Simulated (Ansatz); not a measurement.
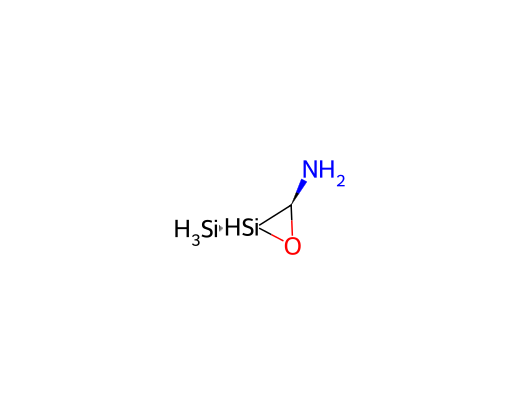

The picture comes from a calculation with Ansatz.

A structural formula.

Write the SMILES.

N[C@H]1O[Si@@H]1[SiH3]

What is the molecular formula?

CH7NOSi2.

An optimisation with PBE-D4/def2-SVP gave a structure of which point group?

C1.
